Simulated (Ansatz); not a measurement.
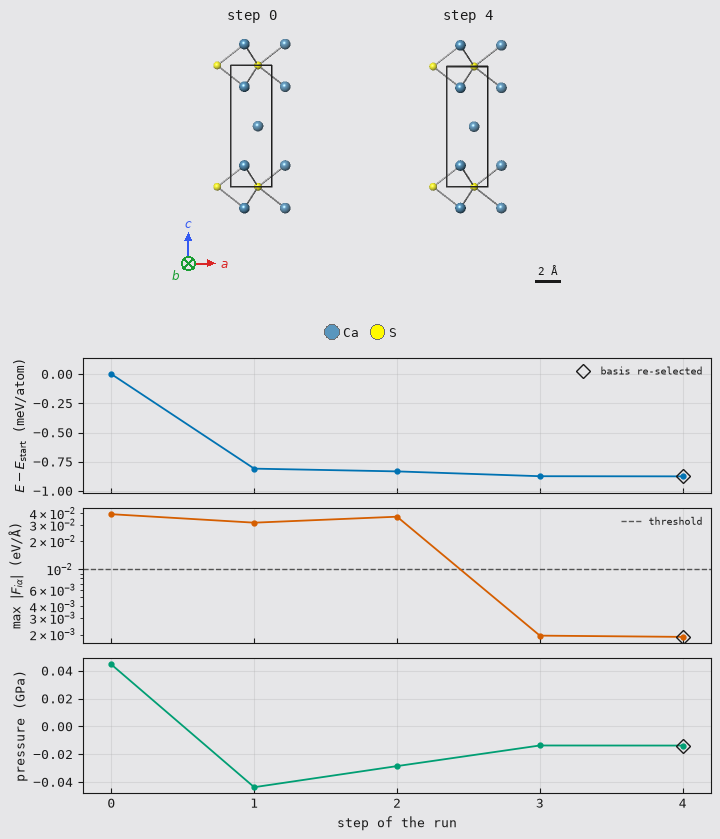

First and last geometry of a relaxation of solid Ca3S (a generated structure, set up in P-6m2), with the history of the run. A ball-and-stick model of the cell of the calculation, seen along the b axis.

Method: DFT PBE, scalar-relativistic, plane waves, PAW in Ansatz 0.2.0.

The input:
```yaml
crystal:
  lattice:
    - [3.9027314694, 0.0, 0.0]
    - [-1.9513657347, 3.3798645966, 0.0]
    - [0.0, 0.0, 10.0626752991]
  atoms:
    - { symbol: Ca, position: [0.6666666667, 0.3333333333, 0.5] }
    - { symbol: Ca, position: [0.3333333333, 0.6666666667, 0.1754154222] }
    - { symbol: Ca, position: [0.3333333333, 0.6666666667, 0.8245845778] }
    - { symbol: S, position: [0.6666666667, 0.3333333333, 0.0] }
basis:
  ecutwfc: 420
kpoints:
  mp_grid: { grid: [15, 15, 6] }
hamiltonian:
  xc: pbe
scf:
  occupations: { method: gaussian, width: 0.1 }
output:
  forces: true
  stress: true
  eigenvalues: true
relax:
  adjacent_minimum: "off"
  f_tol: 0.01
  max_steps: 80
  cell: { stress_tol: 0.05 }
```

Command:
```bash
ansatz run input.yaml --threads 1 --pin off --max-ram 2048MiB --backend cpu --events-out ev --progress --plain --runs-dir out
```

> Did the run converge, and what did it change?

It converged. The largest moves relative to the cell, 0.012 Å, are those of Ca2 and Ca3. Ca3 goes along −c. S stays in place. The drawn cell changes at constant volume: a = b 3.903 → 3.922 Å (+0.5 %), c 10.063 → 9.968 Å (−0.9 %). Among the contacts that change: Ca2–S4 2.862 → 2.868 Å. The space group stays P-6m2 (No. 187). After 3 accepted moves (4 points after the start) the energy has fallen by 0.9 meV per atom. Largest force component: 0.039 eV/Å at the start, 0.0019 eV/Å at the end. Pressure: 0.04 GPa at the start and −0.01 GPa at the end. The SCF was repeated once at an unchanged geometry on a basis and grid sized afresh for the cell, which shifted the energy by less than 0.05 meV per atom at most.
